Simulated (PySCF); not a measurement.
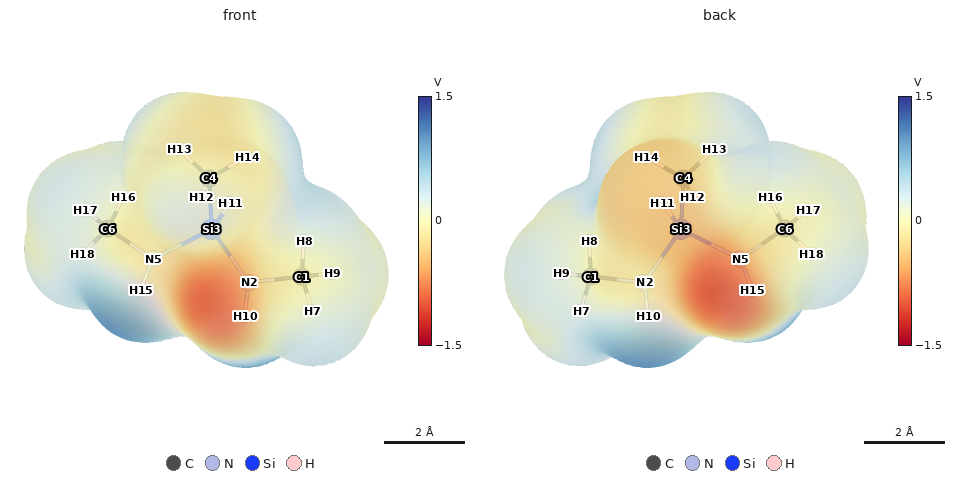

*C3H12N2Si (SMILES CN[SiH](C)NC). The electrostatic potential painted on the density surface at 0.001 e/bohr³, seen from the front and from behind; the colour scale runs from red (negative) to blue (positive).*

Geometry: GFN2-xTB.

Theory: CAM-B3LYP/def2-SVPD, SCF density, gas phase in PySCF 2.14.0.

The calculation's input:

```
{"job": {"kind": "uv", "xc": "CAM-B3LYP", "basis": "def2-SVPD", "nstates": 8, "ntriplets": 3}, "charge": 0, "multiplicity": 1}
C     -2.648171    -0.544570    -0.143477
N     -1.328684    -0.379279    -0.699408
Si     0.088337    -0.346875     0.280656
C     -0.155405     1.019430     1.585843
N      1.336143    -0.114214    -0.885482
C      2.717565     0.030457    -0.504026
H     -3.400281    -0.177057    -0.844882
H     -2.716947     0.035054     0.772984
H     -2.881442    -1.588898     0.095409
H     -1.243506    -0.864091    -1.580610
H      0.451821    -1.597291     0.976906
H     -0.549858     1.929523     1.141333
H      0.787581     1.269509     2.063855
H     -0.840929     0.713307     2.370537
H      1.114225     0.453495    -1.689577
H      2.926725    -0.656487     0.312675
H      2.965048     1.044775    -0.167177
H      3.369019    -0.220471    -1.343869
```

Launched as:

```sh
OMP_NUM_THREADS=1 python probes_run.py task.json out
```

### Describe the electrostatic potential map.

The most negative region (about −1.0 V, or −23 kcal/mol for a unit charge) lies over N2 and N5, the most positive (about +1.0 V, or +23 kcal/mol for a unit charge) over H10 and H15.
